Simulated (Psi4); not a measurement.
# InCl2O (SMILES [O][In]([Cl])[Cl]) at UM06-L/def2-SVPD (core potential)

What is the vertical electron affinity of InCl2O at UM06-L/def2-SVPD (core potential)? 

Program for the calculation: Psi4 1.11.

6 further runs of the same task are left out: 4 that didn't finish, 2 set aside as unsound or not needed.

### Step 1. Starting point

The species is InCl2O (4 atoms), meant as a doublet with charge 0. As SMILES, `[O][In]([Cl])[Cl]`. The shape is that of a PBE0-D4/def2-TZVP optimisation.

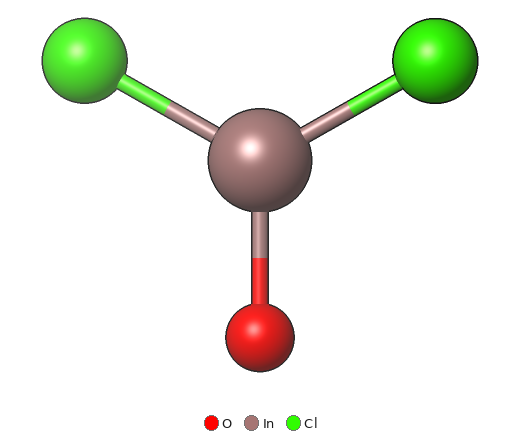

The structure, seen from a chosen angle (oxygen red, indium brown, chlorine green).

### Step 2. A single-point energy at UM06-L/def2-SVPD (core potential)

The input, cl2ino.xyz:

```xyz
4
Cl2InO
O      0.606300     1.014000     1.667600
In     0.031700     0.016000     0.045400
Cl     0.741600    -2.145000    -0.248200
Cl    -1.324100     1.054700    -1.485200
```

The input, job.py:

```python
import psi4

psi4.set_memory('2200 MB')
psi4.set_num_threads(1)
psi4.set_output_file('run.log', False)

with open('cl2ino.xyz') as f:
    atoms = ''.join(f.readlines()[2:])
mol = psi4.geometry('0 2\n' + atoms + 'symmetry c1\nno_reorient\nno_com')

psi4.set_options({
    'basis': 'def2-SVPD',
    'reference': 'uks',
    'puream': True,
    'e_convergence': 1e-09,
    'd_convergence': 1e-08,
    'scf_type': 'pk',
    'dft_radial_points': 99,
    'dft_spherical_points': 590,
    'maxiter': 100,
})

result = psi4.energy('M06-L', molecule=mol)
print('E =', round(result, 9))
```

Command:

```console
$ python job.py
```

run.log:

```text
[...]
    !!!  WARNING: ECP capability is in beta. Please check occupations closely.  !!!
[...]
  Running in c1 symmetry.
[...]
  Nuclear repulsion =  286.555074893542837
[...]
  Multiplicity = 2
[...]
  Nalpha       = 32
  Nbeta        = 31
[...]
    Number of basis functions: 109
[...]
   @UKS iter   1: -1184.77370799108826   -2.95276e-01   1.03770e-02 DIIS/ADIIS
[...]
   @UKS iter  20: -1185.59408443162692   -2.88765e-11   7.67469e-09 DIIS
[...]
   @S^2 Observed:                7.592385611E-01
[...]
    Orbital Energies [Eh]
    ---------------------
    Alpha Occupied:
       1A   -101.158297     2A   -101.158280     3A    -19.054793
       4A     -9.425267     5A     -9.425257     6A     -7.135753
       7A     -7.135742     8A     -7.129153     9A     -7.129144
      10A     -7.128552    11A     -7.128542    12A     -4.665607
      13A     -3.087902    14A     -3.080361    15A     -3.077591
      16A     -0.957996    17A     -0.826932    18A     -0.824911
      19A     -0.792295    20A     -0.789783    21A     -0.778965
      22A     -0.759051    23A     -0.752451    24A     -0.435131
      25A     -0.392024    26A     -0.358751    27A     -0.355420
      28A     -0.333851    29A     -0.316765    30A     -0.314705
      31A     -0.312609    32A     -0.310583
[...]
  @UKS Final Energy: -1185.59408443162692
   => Energetics <=
    Nuclear Repulsion Energy =            286.5550748935428373
    One-Electron Energy =               -2279.8541300289489300
    Two-Electron Energy =                 889.7159812649895230
    DFT Exchange-Correlation Energy =     -82.0110105612104121
    Empirical Dispersion Energy =           0.0000000000000000
    VV10 Nonlocal Energy =                  0.0000000000000000
    Total Energy =                      -1185.5940844316269249
[...]
 Multipole Moments:
 ------------------------------------------------------------------------------------
     Multipole            Electronic (a.u.)      Nuclear  (a.u.)        Total (a.u.)
 ------------------------------------------------------------------------------------
 L = 1.  Multiply by 2.5417464519 to convert [e a0] to [Debye]
 Dipole X            :          8.2683905           -8.2890947           -0.0207042
 Dipole Y            :         19.0263037          -19.0618564           -0.0355527
 Dipole Z            :         28.6159998          -28.6739483           -0.0579485
 Magnitude           :                                                    0.0710682
[...]
```

Standard output:

```text
E = -1185.594084432
```

Wall time 70 s (1 thread of Intel Xeon Platinum 8259CL at 2.50GHz (Skylake/Cascade Lake), shared host); peak memory 0.94 GiB.

### Step 3. The singlet anion: energy and gradient at M06-L/def2-SVPD (core potential)

cl2ino.xyz is that of step 2.

The input, run.py:

```python
import numpy as np
from ase.calculators.psi4 import Psi4
from ase.io import read

atoms = read('cl2ino.xyz')
calc = Psi4(atoms=atoms, method='m06-l', basis='def2-SVPD', memory='2200MB', num_threads=1, charge=-1, multiplicity=1, label='cl2ino')
calc.psi4.set_options({'puream': True, 'e_convergence': 1e-09, 'd_convergence': 1e-08, 'scf_type': 'pk', 'dft_radial_points': 99, 'dft_spherical_points': 590})
atoms.calc = calc

forces = atoms.get_forces()
print(f'energy: {atoms.get_potential_energy():.6f} eV')
print('forces / eV A^-1')
print(np.round(forces, 5))
```

Command:

```console
$ python run.py
```

cl2ino.dat (excerpt; [...] marks lines left out):

```text
[...]
    !!!  WARNING: ECP capability is in beta. Please check occupations closely.  !!!
[...]
  Running in c1 symmetry.
[...]
  Nuclear repulsion =  286.555074893542837
[...]
  Multiplicity = 1
[...]
  Nalpha       = 32
  Nbeta        = 32
[...]
    Number of basis functions: 109
[...]
   @RKS iter   1: -1185.03882636185699   -5.51326e-01   1.04611e-02 ADIIS/DIIS
[...]
   @RKS iter  14: -1185.70352605844300   -8.32188e-11   9.85043e-09 DIIS
[...]
  @RKS Final Energy: -1185.70352605844300
   => Energetics <=
    Nuclear Repulsion Energy =            286.5550748935428373
    One-Electron Energy =               -2293.4584544356462175
    Two-Electron Energy =                 903.4617006421131009
    DFT Exchange-Correlation Energy =     -82.2618471584528521
    Empirical Dispersion Energy =           0.0000000000000000
    VV10 Nonlocal Energy =                  0.0000000000000000
    Total Energy =                      -1185.7035260584430034
[...]
 Multipole Moments:
 ------------------------------------------------------------------------------------
     Multipole            Electronic (a.u.)      Nuclear  (a.u.)        Total (a.u.)
 ------------------------------------------------------------------------------------
 L = 1.  Multiply by 2.5417464519 to convert [e a0] to [Debye]
 Dipole X            :          3.6229965           -4.1223022           -0.4993057
 Dipole Y            :          6.2982538           -7.1651270           -0.8668731
 Dipole Z            :         10.2368068          -11.6460658           -1.4092590
 Magnitude           :                                                    1.7282321
[...]
  -Total Gradient:
     Atom            X                  Y                   Z
    ------   -----------------  -----------------  -----------------
       1        0.006622598419     0.011499339368     0.018692243635
       2       -0.023191423610    -0.040260487354    -0.065463856631
       3       -0.009256902537     0.041173002802     0.012625361646
       4        0.025597356702    -0.012808010858     0.033501871537
[...]
```

On the terminal:

```text
energy: -32264.636358 eV
forces / eV A^-1
[[-0.34055 -0.59132 -0.96119]
 [ 1.19255  2.07028  3.36629]
 [ 0.47601 -2.1172  -0.64922]
 [-1.31627  0.65861 -1.72274]]
```

It took 54 s on 1 thread of Intel Xeon Platinum 8259CL at 2.50GHz (Skylake/Cascade Lake), shared host; peak memory 0.95 GiB.

### Step 4. Results

Level: UM06-L/def2-SVPD (core potential).

| quantity | value |
| --- | --- |
| doublet InCl2O: total energy | -1185.59408 Eh |
| doublet InCl2O: dipole moment | 0.18 D |
| doublet InCl2O: HOMO energy (highest over α and β) | -7.79 eV |
| doublet InCl2O: LUMO energy (lowest over α and β) | -5.70 eV |
| doublet InCl2O: ⟨S²⟩ | 0.759 |
| singlet anion: total energy | -1185.70353 Eh |
| singlet anion: HOMO energy | -0.09 eV |
| singlet anion: LUMO energy | 2.07 eV |
| singlet anion: HOMO–LUMO gap (to an unbound level, set by the basis) | 2.16 eV |
| singlet anion: largest force on an atom | 4.128 eV/Å |
| vertical electron affinity (to the singlet anion) | 2.978 eV |

In words: At fixed nuclei the extra electron is bound by 2.98 eV (287 kJ/mol).
